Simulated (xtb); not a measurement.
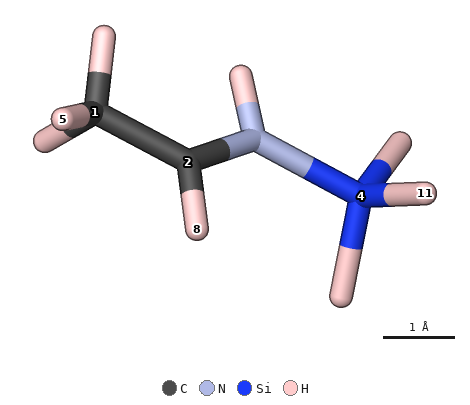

**Figure 1.** The structure as given in the input (stick view, seen at a tilt; atoms are numbered from 1 in the order of the input). Bond lengths as drawn: C–C 1.48 Å, C–H 1.07 to 1.10 Å, C–N 1.37 Å, H–N 1.01 Å, H–Si 1.46 to 1.47 Å and N–Si 1.73 Å.

## C2H8NSi (charge −1): geometry relaxation (part 1 of 3)

C2H8NSi, charge −1, computed with GFN-FF (xtb 6.7.1).

The input holds or restrains some coordinates. The geometry comes from this level: GFN2-xTB.

## What the program printed
```
* xtb version 6.7.1
   ID    Z sym.   atoms
    1    6 C      1, 2
    2    7 N      3
    3   14 Si     4
    4    1 H      5-12
constraining angle 2 1 7 to  102.4000000°, actual value:  112.3650691°

           -------------------------------------------------
          |                Calculation Setup                |
           -------------------------------------------------

          program call               : xtb start.xyz --norestart --chrg -1 --cycles 500 --input detailed.inp --gfnff --opt normal
          coordinate file            : start.xyz
          omp threads                :                     1

          ==================== Thresholds ====================
          CN  :   150.00000
          rep :   500.00000
          disp:  2500.00000
          HB1 :   250.00000
          HB2 :   450.00000

          Pauling EN used:
          Z : 1  EN :  2.20
          Z : 6  EN :  2.55
          Z : 7  EN :  3.04
          Z :14  EN :  1.90
          electric field strengths (au): 0.000

           -------------------------------------------------
          |           Force Field Initialization            |
           -------------------------------------------------

          distances ...
          ----------------------------------------
          generating topology and atomic info file ...
          pair mat ...
          computing topology distances matrix with Floyd-Warshall algo ...
          making topology EEQ charges ...
          #fragments for EEQ constrain: 1
          ----------------------------------------
          generating topology and atomic info file ...
          pair mat ...
          computing topology distances matrix with Floyd-Warshall algo ...
          making topology EEQ charges ...
          #fragments for EEQ constrain: 1
          rings ...
          # BATM   56
          # H in HB   4
WARNING: probably wrong pi occupation for system 1. Second attempt with Nel=Nel-1!
 at,nb,topo%hyb,Npiel:           2 C              3           2           1
 at,nb,topo%hyb,Npiel:           3 N              3           3           2

          eigenvalues
 #    :           1          2
 occ. :        1.994      0.006
 eps  :        -2.394      1.561

  atom   neighbors  erfCN metchar sp-hybrid imet pi  qest     coordinates
    1  C       4    3.49   0.00         3    0    0  -0.031   -0.908618    3.629729    0.858843
    2  C       3    2.82   0.00         2    0    1  -0.030   -1.129867    0.855895    0.533016
    3  N       3    2.79   0.00         3    0    1  -0.320    0.933411   -0.560134   -0.153389
    4  Si      4    3.48   0.05         3    0    0   0.054    0.982072   -3.730130   -0.928876
    5  H       1    0.97   0.00         0    0    0  -0.087   -2.451202    4.339775    2.020552
    6  H       1    0.97   0.00         0    0    0  -0.087    0.878099    4.114916    1.767158
    7  H       1    0.97   0.01         0    0    0  -0.087   -0.977971    4.646553   -0.951950
    8  H       1    0.98   0.00         0    0    0  -0.075   -2.941529   -0.003647    0.226578
    9  H       1    0.98   0.00         0    0    0   0.012    2.578475    0.375734    0.076969
   10  H       1    0.96   0.01         0    0    0  -0.117   -0.735311   -4.144415   -3.066837
   11  H       1    0.96   0.01         0    0    0  -0.117    0.139046   -5.349777    1.166887
   12  H       1    0.96   0.01         0    0    0  -0.117    3.633395   -4.174481   -1.548971

          #atoms :   12
          #bonds :   11
          #angl  :   18
          #tors  :   18
          #nmol  :   1
          #optfrag :   1
           -------------------------------------------------
          |                   G F N - F F                   |
          |          A general generic force-field          |
          |                  Version 1.0.3                  |
           -------------------------------------------------
          Number of HB bonds (bound hydrogen)     54
          Number of HB bonds (unbound hydrogen)   18
          Number of XB bonds                      0

 E+G (total)                   0 d,  0 h,  0 min,  0.000 sec
 distance/D3 list               ...        0 min,  0.000 sec (  0.846%)
 non bonded repulsion           ...        0 min,  0.000 sec ( 15.272%)
 dCN                            ...        0 min,  0.000 sec ( 12.410%)
 EEQ energy and q               ...        0 min,  0.000 sec ( 11.266%)
 D3                             ...        0 min,  0.000 sec ( 11.699%)
 EEQ gradient                   ...        0 min,  0.000 sec (  2.434%)
 bonds                          ...        0 min,  0.000 sec (  7.496%)
 bend and torsion               ...        0 min,  0.000 sec ( 12.855%)
 bonded ATM                     ...        0 min,  0.000 sec (  6.327%)
 HB/XB (incl list setup)        ...        0 min,  0.000 sec ( 14.368%)

         :::::::::::::::::::::::::::::::::::::::::::::::::::::
         ::                     SUMMARY                     ::
         :::::::::::::::::::::::::::::::::::::::::::::::::::::
         :: total energy              -2.725763168824 Eh    ::
         :: gradient norm              0.208346592553 Eh/a0 ::
         ::.................................................::
         :: bond energy               -1.724146847505 Eh    ::
         :: angle energy               0.021115396203 Eh    ::
         :: torsion energy             0.001194762399 Eh    ::
         :: repulsion energy           0.078211959430 Eh    ::
         :: electrostat energy        -1.111713285316 Eh    ::
         :: dispersion energy         -0.005735237542 Eh    ::
         :: HB energy                 -0.000000000096 Eh    ::
         :: XB energy                  0.000000000000 Eh    ::
         :: bonded atm energy          0.000185432340 Eh    ::
         :: external energy            0.000000000000 Eh    ::
         :: add. restraining           0.015124651263 Eh    ::
         :: total charge              -1.000000000000 e     ::
         :::::::::::::::::::::::::::::::::::::::::::::::::::::

      -----------------------------------------------------------
     |                   =====================                   |
     |                        A N C O P T                        |
     |                   =====================                   |
     |               Approximate Normal Coordinate               |
     |                Rational Function Optimizer                |
      -----------------------------------------------------------
      -----------------------------------------------------------
     |                   =====================                   |
     |                        A N C O P T                        |
     |                   =====================                   |
     |               Approximate Normal Coordinate               |
     |                Rational Function Optimizer                |
      -----------------------------------------------------------

          ...................................................
          :                      SETUP                      :
          :.................................................:
          :   optimization level            normal          :
          :   max. optcycles                   500          :
          :   ANC micro-cycles                  10          :
          :   degrees of freedom                30          :
          :.................................................:
          :   RF solver                   davidson          :
          :   write xtbopt.log                true          :
          :   linear?                        false          :
          :   energy convergence         0.5000000E-05 Eh   :
          :   grad. convergence          0.1000000E-02 Eh/α :
          :   maxmium RF displ.          1.0000000          :
          :   Hlow (freq-cutoff)         0.1000000E-01      :
          :   Hmax (freq-cutoff)         5.0000000          :
          :   S6 in model hess.         20.0000000          :
          ...................................................

generating ANC from exact Hessian ...
Using GFN-FF Lindh-Hessian
 Shifting diagonal of input Hessian by    1.5541681259681275E-002
 Lowest  eigenvalues of input Hessian
    0.010000    0.000000    0.000000    0.000000    0.000000    0.000000
    0.000000    0.020026    0.022477    0.035772    0.050753    0.054958
    0.062901    0.072670    0.077495    0.097762    0.138341    0.145311
 Highest eigenvalues
    1.150333    1.418949    1.503028    2.025318    2.111018    2.497878

........................................................................
.............................. CYCLE    1 ..............................
........................................................................
     iter. time                 ...        0 min,  0.000 sec
 * total energy  :    -2.7257632 Eh     change        0.0000000E+00 Eh
   gradient norm :     0.2083465 Eh/α   predicted     0.0000000E+00 (   0.00%)
   displ. norm   :     0.2052234 α      lambda       -0.2977343E-01
   maximum displ.:     0.1155180 α      in ANC's #20, #21, #10, ...

........................................................................
.............................. CYCLE    2 ..............................
........................................................................
     iter. time                 ...        0 min,  0.000 sec
 * total energy  :    -2.7455883 Eh     change       -0.1982511E-01 Eh
   gradient norm :     0.0793749 Eh/α   predicted    -0.1551369E-01 ( -21.75%)
   displ. norm   :     0.1658658 α      lambda       -0.6368500E-02
   maximum displ.:     0.0715805 α      in ANC's #5, #3, #20, ...

........................................................................
.............................. CYCLE    3 ..............................
........................................................................
     iter. time                 ...        0 min,  0.000 sec
 * total energy  :    -2.7492412 Eh     change       -0.3652952E-02 Eh
   gradient norm :     0.0266514 Eh/α   predicted    -0.3271852E-02 ( -10.43%)
   displ. norm   :     0.1209153 α      lambda       -0.1042187E-02
   maximum displ.:     0.0883847 α      in ANC's #5, #1, #7, ...

........................................................................
.............................. CYCLE    4 ..............................
........................................................................
     iter. time                 ...        0 min,  0.000 sec
 * total energy  :    -2.7500740 Eh     change       -0.8327602E-03 Eh
   gradient norm :     0.0197702 Eh/α   predicted    -0.5287101E-03 ( -36.51%)
   displ. norm   :     0.2197565 α      lambda       -0.1411829E-02
   maximum displ.:     0.1756848 α      in ANC's #5, #7, #2, ...

........................................................................
.............................. CYCLE    5 ..............................
........................................................................
     iter. time                 ...        0 min,  0.000 sec
 * total energy  :    -2.7509513 Eh     change       -0.8772943E-03 Eh
   gradient norm :     0.0092414 Eh/α   predicted    -0.7400058E-03 ( -15.65%)
   displ. norm   :     0.0886942 α      lambda       -0.2857469E-03
   maximum displ.:     0.0712760 α      in ANC's #5, #9, #6, ...

........................................................................
.............................. CYCLE    6 ..............................
........................................................................
     iter. time                 ...        0 min,  0.000 sec
 * total energy  :    -2.7511542 Eh     change       -0.2028923E-03 Eh
   gradient norm :     0.0059229 Eh/α   predicted    -0.1439971E-03 ( -29.03%)
   displ. norm   :     0.0681639 α      lambda       -0.1898927E-03
   maximum displ.:     0.0462085 α      in ANC's #5, #16, #14, ...

........................................................................
.............................. CYCLE    7 ..............................
........................................................................
     iter. time                 ...        0 min,  0.000 sec
 * total energy  :    -2.7512838 Eh     change       -0.1296455E-03 Eh
   gradient norm :     0.0047964 Eh/α   predicted    -0.9538806E-04 ( -26.42%)
   displ. norm   :     0.0425003 α      lambda       -0.9451766E-04
   maximum displ.:     0.0183994 α      in ANC's #2, #16, #7, ...

........................................................................
.............................. CYCLE    8 ..............................
........................................................................
     iter. time                 ...        0 min,  0.000 sec
 * total energy  :    -2.7513484 Eh     change       -0.6457605E-04 Eh
   gradient norm :     0.0034170 Eh/α   predicted    -0.4734438E-04 ( -26.68%)
   displ. norm   :     0.0350928 α      lambda       -0.4809694E-04
   maximum displ.:     0.0195931 α      in ANC's #2, #7, #16, ...

........................................................................
.............................. CYCLE    9 ..............................
........................................................................
     iter. time                 ...        0 min,  0.000 sec
 * total energy  :    -2.7513815 Eh     change       -0.3309744E-04 Eh
   gradient norm :     0.0018893 Eh/α   predicted    -0.2407829E-04 ( -27.25%)
   displ. norm   :     0.0526880 α      lambda       -0.2720663E-04
   maximum displ.:     0.0313942 α      in ANC's #2, #5, #4, ...

........................................................................
.............................. CYCLE   10 ..............................
........................................................................
     iter. time                 ...        0 min,  0.000 sec
 * total energy  :    -2.7514039 Eh     change       -0.2237675E-04 Eh
   gradient norm :     0.0020066 Eh/α   predicted    -0.1361957E-04 ( -39.14%)
   displ. norm   :     0.0169839 α      lambda       -0.1061057E-04
   maximum displ.:     0.0100596 α      in ANC's #2, #4, #5, ...
 * RMSD in coord.:     0.2006029 α      energy gain  -0.2564071E-01 Eh

generating ANC from exact Hessian ...
Using GFN-FF Lindh-Hessian
 Shifting diagonal of input Hessian by    1.0511596969363979E-002
 Lowest  eigenvalues of input Hessian
    0.010000    0.000000    0.000000    0.000000    0.000000    0.000000
    0.000000    0.013699    0.021203    0.026542    0.044021    0.045900
    0.050837    0.057445    0.066897    0.076515    0.116471    0.136591
 Highest eigenvalues
    1.115684    1.366589    1.455714    1.905897    2.320311    2.648219

........................................................................
.............................. CYCLE   11 ..............................
........................................................................
     iter. time                 ...        0 min,  0.000 sec
 * total energy  :    -2.7514127 Eh     change       -0.8824099E-05 Eh
   gradient norm :     0.0014958 Eh/α   predicted     0.0000000E+00 (-100.00%)
   displ. norm   :     0.0171625 α      lambda       -0.6515731E-05
   maximum displ.:     0.0095566 α      in ANC's #4, #3, #2, ...

........................................................................
.............................. CYCLE   12 ..............................
........................................................................
     iter. time                 ...        0 min,  0.000 sec
 * total energy  :    -2.7514201 Eh     change       -0.7376060E-05 Eh
   gradient norm :     0.0005666 Eh/α   predicted    -0.3258269E-05 ( -55.83%)
   displ. norm   :     0.0336346 α      lambda       -0.6479077E-05
   maximum displ.:     0.0216451 α      in ANC's #4, #3, #2, ...
```
